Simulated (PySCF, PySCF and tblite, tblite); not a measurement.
# CH9BO2Si2: a path driven as rotation about a bond, and NMR exchange, part 2 of 2

PySCF and tblite. Atoms count from 0. The steps go on from the part before.

## 7. Shieldings, saddle of leg 1: PBE0/pcSseg-1

Job settings and geometry (Å):

```
{"job": {"kind": "nmr", "xc": "PBE0", "basis": "pcSseg-1", "pop": false}, "charge": 0, "multiplicity": 1}
O      1.687779    -1.953015    -0.301972
B      1.191937    -0.731122    -0.000129
O      2.067958     0.159244     0.574592
C     -0.335738    -0.348095    -0.180163
Si    -0.540252     1.133036    -1.351221
Si    -1.082538    -0.009634     1.540350
H      1.068852    -2.616227    -0.603981
H      2.508952     0.799383     0.029108
H     -0.893236    -1.184463    -0.616092
H     -1.962184     1.444551    -1.522436
H      0.025390     0.796815    -2.667957
H      0.162465     2.314046    -0.841684
H     -0.429666     1.123157     2.191586
H     -2.512869     0.282008     1.372423
H     -0.956849    -1.209684     2.377578
```

The log of the run:

```text
coarse grid: 13176 points
cycle   1  E = -797.1677864499  dE =  4.671e-01  |g| = 9.045e-01  |ddm| = 3.348e+00
cycle   2  E = -797.0332847539  dE =  1.345e-01  |g| = 1.251e+00  |ddm| = 1.628e+00
cycle   3  E = -797.3172957281  dE = -2.840e-01  |g| = 7.735e-02  |ddm| = 1.083e+00
cycle   4  E = -797.3180478390  dE = -7.521e-04  |g| = 4.505e-02  |ddm| = 8.392e-02
cycle   5  E = -797.3185419627  dE = -4.941e-04  |g| = 6.770e-03  |ddm| = 4.146e-02
cycle   6  E = -797.3185514073  dE = -9.445e-06  |g| = 2.049e-03  |ddm| = 6.804e-03
final grid: 117032 points
cycle   7  E = -797.3692363294  dE = -2.386e-05  |g| = 7.835e-03  |ddm| = 1.726e-02
cycle   8  E = -797.3692201132  dE =  1.622e-05  |g| = 1.205e-02  |ddm| = 1.321e-02
cycle   9  E = -797.3692479916  dE = -2.788e-05  |g| = 4.059e-04  |ddm| = 8.079e-03
cycle  10  E = -797.3692480084  dE = -1.682e-08  |g| = 2.238e-04  |ddm| = 3.991e-04
cycle  11  E = -797.3692480174  dE = -8.998e-09  |g| = 5.299e-05  |ddm| = 1.861e-04
cycle  12  E = -797.3692480179  dE = -4.934e-10  |g| = 1.060e-05  |ddm| = 5.247e-05
converged SCF energy = -797.3692480179

GIAO shielding tensors (ppm)
atom      isotropic    diamagn.    paramagn.     s11        s22        s33       span
  0 O      172.556     385.050    -212.495     34.125    240.365    243.177    209.052
  1 B       67.014     194.056    -127.042     38.807     72.508     89.727     50.921
  2 O      260.971     390.330    -129.359    177.397    270.182    335.335    157.938
  3 C      189.643     264.381     -74.738    175.816    177.629    215.484     39.668
  4 Si     420.207     881.063    -460.856    389.498    396.008    475.113     85.615
  5 Si     416.880     880.564    -463.684    385.042    395.932    469.665     84.623
  6 H       26.934      32.370      -5.436     21.958     24.476     34.369     12.411
  7 H       30.054      31.987      -1.932     22.387     24.964     42.812     20.425
  8 H       32.236      35.723      -3.487     28.304     29.163     39.239     10.935
  9 H       27.695      29.732      -2.037     24.174     25.633     33.279      9.105
 10 H       27.650      29.780      -2.130     23.869     25.720     33.362      9.493
 11 H       27.788      30.457      -2.669     24.610     26.365     32.390      7.780
 12 H       27.635      29.659      -2.024     24.268     26.305     32.332      8.065
 13 H       27.693      29.658      -1.965     24.184     25.680     33.215      9.032
 14 H       27.580      29.329      -1.749     23.739     25.733     33.268      9.529
```

It took 20 s on 1 thread of Arm Neoverse V2, shared host; peak memory 0.83 GiB.

In short: HOMO -8.32 eV, LUMO 0.19 eV; dipole 1.91 D.

Orbitals, density, ELF and potential are computed afterwards from the orbital file.

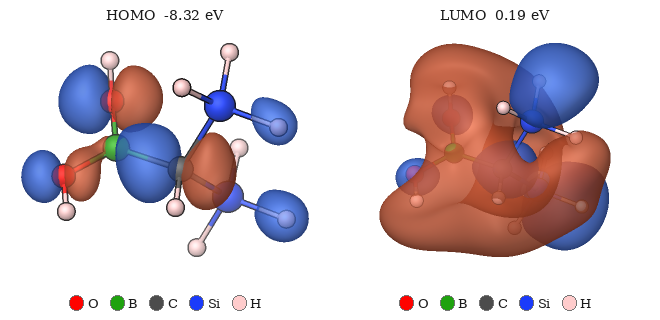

Frontier orbitals at PBE0/pcSseg-1; each surface holds 70 % of the orbital's density, blue and red mark the sign.

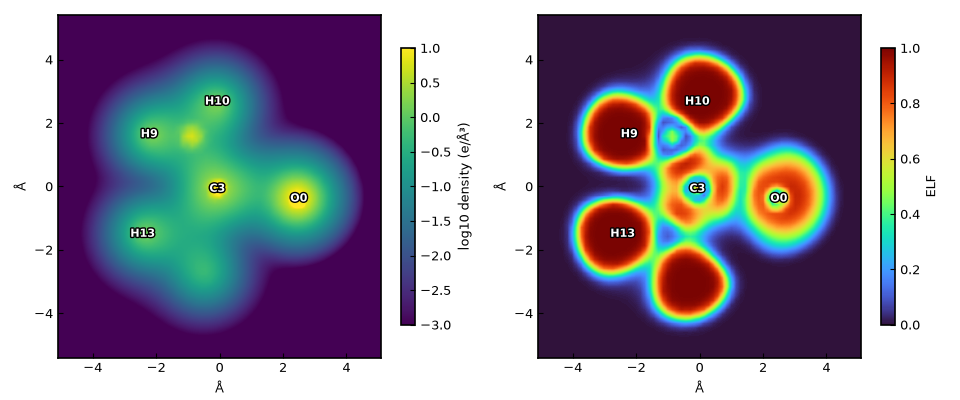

Density (left) and ELF (right) in a plane through or near 5 of the atoms.

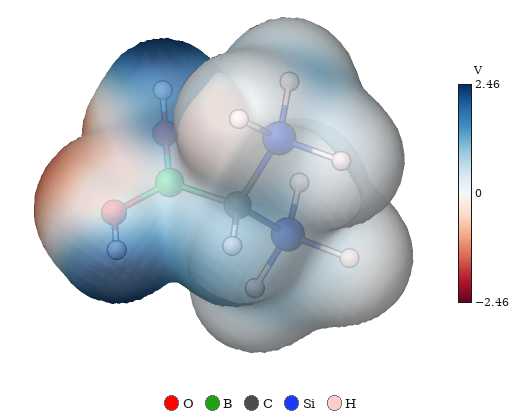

Electrostatic potential on the surface of density 0.002 e/bohr³; red is low, blue high. It runs, from the 1st to the 99th percentile, from -1.56 V near O0 to 2.46 V near H6.

## 8. Shieldings, end: PBE0/pcSseg-1

Job settings and geometry (Å):

```
{"job": {"kind": "nmr", "xc": "PBE0", "basis": "pcSseg-1", "pop": false}, "charge": 0, "multiplicity": 1}
O      1.687645    -2.008042    -0.384367
B      1.236716    -0.770348    -0.067035
O      2.189826     0.088100     0.370401
C     -0.295383    -0.346609    -0.188361
Si    -0.508575     1.100337    -1.404975
Si    -1.020383     0.022572     1.532107
H      1.032990    -2.631760    -0.692127
H      1.888898     0.965380     0.597462
H     -0.876288    -1.182176    -0.595135
H     -1.932749     1.418074    -1.544240
H      0.029346     0.736232    -2.720233
H      0.200075     2.290803    -0.917034
H     -0.317900     1.152027     2.153602
H     -2.441607     0.357534     1.401868
H     -0.886793    -1.154567     2.397486
```

The log of the run:

```text
coarse grid: 13176 points
cycle   1  E = -797.1832085720  dE =  4.662e-01  |g| = 8.934e-01  |ddm| = 3.350e+00
cycle   2  E = -797.0464726542  dE =  1.367e-01  |g| = 1.250e+00  |ddm| = 1.606e+00
cycle   3  E = -797.3298780326  dE = -2.834e-01  |g| = 8.037e-02  |ddm| = 1.065e+00
cycle   4  E = -797.3307415755  dE = -8.635e-04  |g| = 4.495e-02  |ddm| = 8.806e-02
cycle   5  E = -797.3312499524  dE = -5.084e-04  |g| = 6.338e-03  |ddm| = 4.320e-02
cycle   6  E = -797.3312597047  dE = -9.752e-06  |g| = 9.246e-04  |ddm| = 6.950e-03
final grid: 117032 points
cycle   7  E = -797.3823696493  dE = -2.556e-05  |g| = 8.116e-03  |ddm| = 1.849e-02
cycle   8  E = -797.3823525417  dE =  1.711e-05  |g| = 1.225e-02  |ddm| = 1.437e-02
cycle   9  E = -797.3823827579  dE = -3.022e-05  |g| = 3.260e-04  |ddm| = 8.745e-03
cycle  10  E = -797.3823827710  dE = -1.309e-08  |g| = 1.209e-04  |ddm| = 3.439e-04
cycle  11  E = -797.3823827737  dE = -2.738e-09  |g| = 4.858e-05  |ddm| = 1.481e-04
cycle  12  E = -797.3823827743  dE = -5.398e-10  |g| = 8.263e-06  |ddm| = 4.245e-05
converged SCF energy = -797.3823827743

GIAO shielding tensors (ppm)
atom      isotropic    diamagn.    paramagn.     s11        s22        s33       span
  0 O      201.184     384.584    -183.400     87.241    250.898    265.414    178.172
  1 B       71.446     194.375    -122.928     51.273     69.055     94.011     42.738
  2 O      203.721     388.377    -184.656     74.954    245.897    290.313    215.359
  3 C      194.277     265.501     -71.223    175.813    189.381    217.638     41.825
  4 Si     418.476     881.182    -462.706    390.721    394.024    470.683     79.962
  5 Si     417.916     881.182    -463.267    390.483    392.528    470.736     80.253
  6 H       27.815      32.460      -4.645     22.216     25.554     35.675     13.459
  7 H       27.845      34.272      -6.427     21.987     27.474     34.076     12.089
  8 H       32.436      36.070      -3.634     28.462     29.089     39.756     11.293
  9 H       27.697      29.878      -2.181     24.135     25.647     33.309      9.174
 10 H       27.575      29.583      -2.009     23.736     25.634     33.355      9.619
 11 H       27.876      30.522      -2.646     24.586     26.469     32.572      7.986
 12 H       27.867      30.477      -2.609     24.537     26.478     32.588      8.051
 13 H       27.687      29.893      -2.205     24.126     25.647     33.289      9.163
 14 H       27.561      29.612      -2.051     23.710     25.651     33.323      9.613
```

It took 15 s on 1 thread of Arm Neoverse V2, shared host; peak memory 0.76 GiB.

In short: HOMO -8.61 eV, LUMO -0.01 eV; dipole 2.40 D.

## 9. The path in numbers

Job settings and geometry (Å):

```
{"job": {"smiles": "OB(O)C([SiH3])[SiH3]", "charge": 0, "mult": 1, "motion": "rotation", "what": "boronate", "atoms": [1, 2], "drives": [{"terms": [["t", [0, 1, 2, 7], 0.5], ["t", [3, 1, 2, 7], 0.5]], "by": 180, "n": 12}], "study": "path", "level": {"kind": "nmr", "xc": "PBE0", "basis": "pcSseg-1"}, "fields": [60, 300, 360], "first": 5, "seed": 569, "kind": "path"}, "charge": 0, "multiplicity": 1}
O      1.761610    -1.817142    -0.375337
B      1.177550    -0.625847    -0.050044
O      1.992383     0.350355     0.417250
C     -0.362484    -0.314699    -0.178968
Si    -0.629729     1.134314    -1.382541
Si    -1.094021     0.040224     1.541231
H      1.184109    -2.503336    -0.703476
H      2.913645     0.092402     0.470734
H     -0.894365    -1.180927    -0.586820
H     -2.073852     1.336263    -1.558291
H     -0.058290     0.795224    -2.695219
H     -0.013306     2.364400    -0.892540
H     -0.467576     1.204316     2.162698
H     -2.538436     0.266291     1.401978
H     -0.901651    -1.133847     2.407433
```

The log of the run:

```text
stationary points (kcal/mol above the start)
  n  kind          group   xTB      DFT    lowest mode
  0  minimum      Cs       0.00     0.00      12.0
  1  saddle       C1      11.23    11.06    -596.5
  2  minimum      C1       4.30     2.73      29.1

GFN2-xTB energies: T/K, barrier G, reaction G (kcal/mol), k forward, k back (1/s)
 150.00    10.16     4.38    0.00984   1.19e+04
 200.00    10.19     4.43       60.5   2.08e+06
 250.00    10.23     4.47   1.18e+04   4.77e+07
 298.15    10.28     4.51   3.65e+05   3.67e+08
 350.00    10.33     4.54   5.18e+06   1.78e+09
 400.00    10.39     4.58   3.52e+07   5.59e+09
 500.00    10.52     4.64   5.25e+08   2.81e+10

PBE0/pcSseg-1 + D3(BJ) energies: T/K, barrier G, reaction G (kcal/mol), k forward, k back (1/s)
 150.00     9.99     2.81     0.0171        106
 200.00    10.03     2.86       91.7   6.06e+04
 250.00    10.07     2.90   1.65e+04   2.81e+06
 298.15    10.11     2.94   4.82e+05   3.42e+07
 350.00    10.16     2.97   6.57e+06   2.36e+08
 400.00    10.22     3.01   4.34e+07   9.54e+08
 500.00    10.35     3.07   6.21e+08   6.82e+09
```

It took 61 s on 1 thread of Arm Neoverse V2, shared host; peak memory 0.83 GiB. This counts the whole study up to here.

Barriers by level (kcal/mol; entropies in cal/(mol K)). Zero-point and thermal terms come from xTB in every row. ΔG‡ leaves symmetry out; the rate counts equivalent paths (a factor of 2); effective ΔG‡, where given, is the barrier that would give that rate by Eyring's equation alone:

```
                 level    ΔE‡  with zero-point    ΔH‡   ΔS‡  ΔG‡ (298 K)  ΔE of reaction  k at 298 K (1/s)  effective ΔG‡
              GFN2-xTB  11.23            10.09  10.00  -0.9        10.28            4.30           3.6e+05           9.87
PBE0/pcSseg-1 + D3(BJ)  11.06             9.92   9.84  -0.9        10.11            2.73           4.8e+05           9.70
```

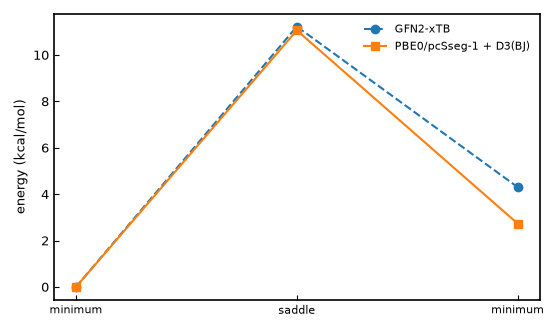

The xTB stationary points, at both levels.

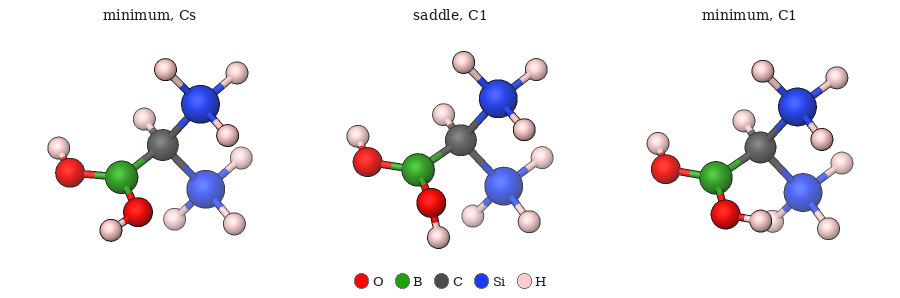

The stationary points in order.

Sites that the driver pairs across this motion, and where their lines would merge (no couplings; faster rotations or exchange between molecules can average them sooner):

```
nucleus                                                sites: shielding (ppm)  proton frequency (MHz)  spread (Hz)  coalescence (K)  lines at 298 K
    ¹⁷O                                            O2: 218.1; O2 (end): 203.7                     360          703        not given               –
    ¹⁷O                                            O0: 207.5; O0 (end): 201.2                     360          310        not given               –
    ¹³C                                            C3: 195.4; C3 (end): 194.3                     360          104        not given               –
    ¹¹B                                              B1: 70.9; B1 (end): 71.4                     360           66        not given               –
     ¹H                                            H8: 32.56; H8 (end): 32.44                     360           43        not given               –
     ¹H                                            H7: 27.74; H7 (end): 27.85                     360           37        not given               –
     ¹H  H9, H10, H11 and 3 more: 27.63; H9, H10, H11 and 3 more (end): 27.71                     360           30        not given               –
   ²⁹Si                                Si4, Si5: 417.9; Si4, Si5 (end): 418.2                     360           23        not given               –
```

A dash: the driver gave no coalescence for this row (it judged the minor form too scarce).

Rows that set an atom against itself at the end compare its shielding in the two forms.

Lines of quadrupolar nuclei are broad, so their coalescence could hardly be seen.

## 10. Results

What follows sums up all 2 parts.

| quantity | value |
| --- | --- |
| barrier (PBE0/pcSseg-1 + D3(BJ)) | ΔE‡ 11.1, ΔG‡(298 K) 10.1 kcal/mol |
| barrier (GFN2-xTB) | ΔE‡ 11.2 kcal/mol |
| rate at 298 K | 4.8e+05 s⁻¹ |
| end of the path | 2.7 kcal/mol from the start |

DFT puts the top 11.1 kcal/mol above the start (xTB: 11.2); the rate from the DFT barrier is 4.8e+05 s⁻¹ at 298 K. An error of 1.4 kcal/mol changes that rate tenfold.
